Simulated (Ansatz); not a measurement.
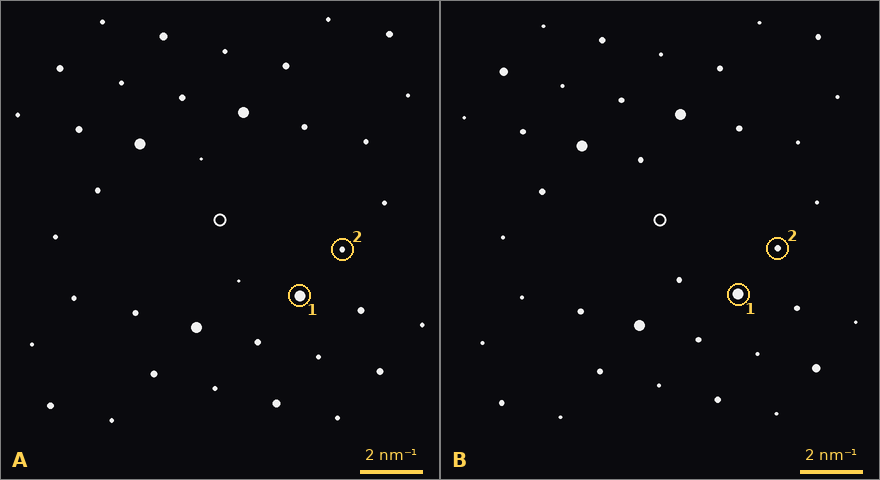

Kinematic electron diffraction patterns (300 kV, B = 0.5 Å², same scale) along [010] of the run's own cell, for the start and the end of one relaxation of Sn3Br2 with DFT PBE, scalar-relativistic, plane waves, PAW (Ansatz). k mesh 6×6×6. The start is a generated model structure, and the relaxation ends in the nearest stationary point of its symmetry, not necessarily the ground state. Spot 1 is -2 0 -1 and spot 2 is -2 0 0 in both.

Start structure:

```
Sn Br
1.0
     2.99067    1.72666   10.34511
    -2.99067    1.72666   10.34511
     0.00000   -3.45333   10.34511
Sn Br
6 4
Direct
  0.90646 0.59354 0.25000
  0.25000 0.90646 0.59354
  0.59354 0.25000 0.90646
  0.09354 0.40646 0.75000
  0.75000 0.09354 0.40646
  0.40646 0.75000 0.09354
  0.33965 0.33965 0.33965
  0.16035 0.16035 0.16035
  0.66035 0.66035 0.66035
  0.83965 0.83965 0.83965
```

**Which pattern belongs to the start structure, and which to the relaxed one?**

B is the start: its cell gives d(1) = 2.873 Å, d(2) = 2.555 Å and an angle of 30.0°. A is the relaxed structure, with d(1) = 2.807 Å (-2.3 %), d(2) = 2.459 Å (-3.7 %) and 30.0°.

**Name reflections whose intensity changes strongly on relaxation.**

1 0 3 goes from 5.8 to 14 % of the strongest spot.

**Summarise the relaxation behind the change.**

The volume changed by +34.0 % to 42.95 Å³ an atom; with the mean shift removed, the atoms moved by up to 1.11 Å relative to the cell (Br most); the space group stayed R-3c (No. 167); the free energy fell by 36 meV an atom. Relaxed cell: a = 15.553 Å, b = 15.553 Å, c = 15.553 Å, α = 21.16°, β = 21.16°, γ = 21.16°.
